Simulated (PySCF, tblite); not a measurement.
# C₅H₁₃BOS: geometry, infrared bands and NMR shifts

Aim: predict the infrared bands and NMR shifts of C₅H₁₃BOS (`C=C([BH2-][O+](C)C)SC`).

The runs use tblite 0.8.0 and PySCF 2.14.0, with density-fitted response routines of our own; the level of theory stands in each step. All values are computed, except where a source is named. Atoms are numbered from 0 throughout.

## (1) Starting geometry

21 atoms, charge 0, multiplicity 1; geometry from: force field or distance geometry start.

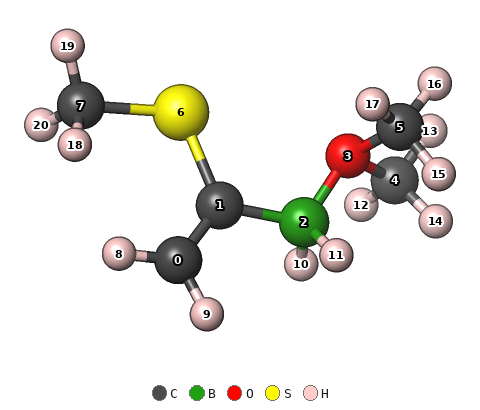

The starting geometry (carbon dark grey, boron green, oxygen red, sulfur yellow, hydrogen pink), atoms numbered.

## (2) Relaxing the molecule with GFN2-xTB

What the job is given:

```
{"job": {"kind": "relax", "xc": "GFN2-xTB", "basis": "xTB"}, "charge": 0, "multiplicity": 1}
C      1.582500    -0.578500    -1.587300
C      0.897500    -0.247100    -0.494200
B     -0.613900    -0.561400    -0.421200
O     -1.310500     0.036300     0.695200
C     -2.240900    -0.934200     1.163200
C     -2.096200     1.133000     0.410900
S      1.666600     0.524000     0.933800
C      3.444500     0.783300     0.641900
H      2.638300    -0.405100    -1.718000
H      1.028900    -1.039700    -2.391900
H     -0.701400    -1.755300    -0.256900
H     -1.145800    -0.267900    -1.459100
H     -1.763700    -1.872000     1.435900
H     -2.810700    -0.480300     1.993500
H     -2.966800    -0.999600     0.307600
H     -2.808300     0.815400    -0.351400
H     -2.679100     1.333300     1.340600
H     -1.516300     1.994300     0.047500
H      3.564200     0.908400    -0.454400
H      3.786200     1.725000     1.136100
H      4.035800    -0.095000     0.968700
```

Command:

```sh
OMP_NUM_THREADS=1 python probes_run.py task.json out
```

This one command runs all jobs of the session in turn.

**Question.** This job is followed by: GFN2-xTB harmonic vibrations, gas phase; GIAO PBE0/pcSseg-1 NMR shielding, non-relativistic, gas phase. Predict these results of the whole session: strongest single infrared mode (GFN2-xTB); zero-point energy (GFN2-xTB); 13C shifts against TMS (PBE0/pcSseg-1, means over atoms taken as alike); 1H shifts against TMS (PBE0/pcSseg-1, means over atoms taken as alike); 11B shifts against BF3·OEt2 (PBE0/pcSseg-1); 17O shifts against H2O (PBE0/pcSseg-1); 33S shifts against CS2 (PBE0/pcSseg-1).

As calculated:

| quantity | value |
| --- | --- |
| strongest single infrared mode (GFN2-xTB) | 2452 cm⁻¹, 211 km/mol |
| zero-point energy (GFN2-xTB) | 107.7 kcal/mol |
| 13C shifts against TMS (PBE0/pcSseg-1, means over atoms taken as alike) | 164.8, 109.2, 67.0, 18.0 ppm |
| 1H shifts against TMS (PBE0/pcSseg-1, means over atoms taken as alike) | 5.26, 4.82, 3.68, 3.39, 2.11 ppm |
| 11B shifts against BF3·OEt2 (PBE0/pcSseg-1) | 4.3 ppm |
| 17O shifts against H2O (PBE0/pcSseg-1) | 13.0 ppm |
| 33S shifts against CS2 (PBE0/pcSseg-1) | 22 ppm |

Relaxing lowered the energy by 1.092 eV in 142 steps; the close pair that moved most is B2–O3, from 1.445 to 1.643 Å. No mode is imaginary among the 57: a minimum at this level. The strongest single mode, at 2452 cm⁻¹, moves mainly H11. GFN2-xTB is a fitted tight-binding method: band positions and strengths are rough. Its intensities can rank the bands wrongly. C1 (fully substituted alkene carbon) lies farthest downfield among carbon, at 164.8 ppm; as expected for a trigonal carbon in a double bond. At PBE0/pcSseg-1: The largest span, 354 ppm, is at S6, where the paramagnetic term is -579 ppm.
